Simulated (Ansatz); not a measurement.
# InH3 (triplet): RPA-PBE over a scan of the distance In1–H2, def2-SVP

Aim: run InH3 (triplet) with these functionals over a scan of the distance In1–H2, and hold them against the top wave-function level at the same points.

Program: Ansatz 0.2.0, Gaussian basis. Level of theory: def2-SVP, all electrons in the functionals, frozen cores in the correlation of double hybrids and RPA. These are calculated values, not measurements.

To be run: RPA-PBE, at 1.426 Å; 1.595 Å; 1.760 Å; 1.925 Å; 2.101 Å; 2.404 Å; 2.753 Å; 3.197 Å; 3.885 Å; 4.777 Å; 6.088 Å.

32 further runs of the same task are left out: 6 for a known fault of the program, 20 that didn't finish, 6 set aside as unsound or not needed.

## 1. What is computed

The geometry derives from a PBE0/def2-TZVP stationary point (not a proven minimum). One bond is set to the value named and the two fragments are kept rigid. No spin-orbit coupling is included. Elements past krypton take def2 core potentials.

4 atoms, charge 0, spin multiplicity 3.

Atoms are counted from 1 here; the program's logs count them from 0.

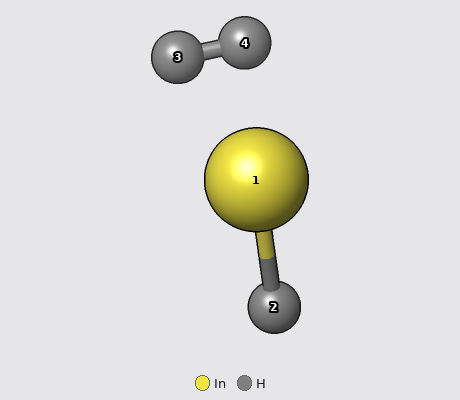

The structure; indium yellow, hydrogen grey; atoms are numbered from 1 in the order of the file.

No dispersion term is added.

The geometry shown and the zero of energy belong to the point 1.760 Å. The yardstick, FCI, and other wave-function levels (R restricted, U unrestricted, valence and pair active spaces) come from earlier runs.

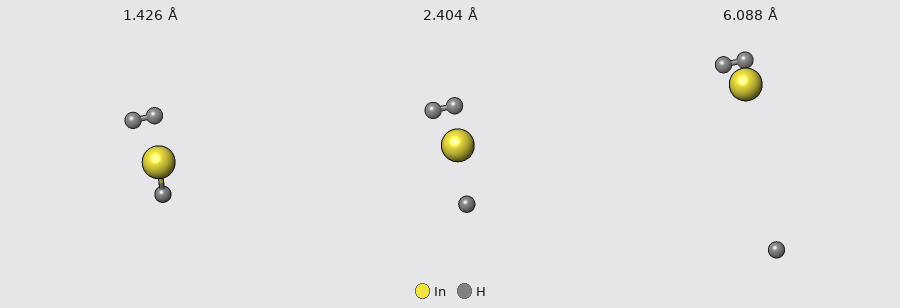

Three points of the scan; sticks are drawn by distance.

## 2. RPA-PBE, 1.426 Å

Input file in.yaml:

```yaml
crystal:
  periodic: [false, false, false]
  atoms:
    - {symbol: In, position_ang: [0.000000, 0.014207, -0.038844]}
    - {symbol: H, position_ang: [0.000000, -1.398668, -0.231869]}
    - {symbol: H, position_ang: [0.384545, -0.109867, 2.328360]}
    - {symbol: H, position_ang: [-0.384545, -0.109867, 2.328360]}
basis:
  gaussian: {orbitals: def2-SVP}
magnetization: {spin_polarized: true, initial_magnetization: 2}
hamiltonian: {xc: {name: PBE}}
correlation: {method: rpa, electrons: outside_noble_gas}
```

On the command line:

```
ansatz run in.yaml --threads 1 --pin off --events-out ev --progress --plain --max-ram 2393MiB
```

Further steps of the session: RPA-PBE, 1.595 Å; RPA-PBE, 1.760 Å; RPA-PBE, 1.925 Å; RPA-PBE, 2.101 Å; RPA-PBE, 2.404 Å; RPA-PBE, 2.753 Å; RPA-PBE, 3.197 Å; RPA-PBE, 3.885 Å; RPA-PBE, 4.777 Å; RPA-PBE, 6.088 Å.

Before running them: what should the planned runs give, taken together? Wanted: span of the FCI curve; largest miss, RPA-PBE.

The runs gave:

| quantity | value |
| --- | --- |
| span of the FCI curve | 0.990 eV |
| largest miss, RPA-PBE | -0.082 eV (6.088 Å) |

RPA-PBE strays by up to 0.082 eV, at 6.088 Å. Functionals and the yardstick converge differently with the basis, so part of each miss in def2-SVP is the basis.
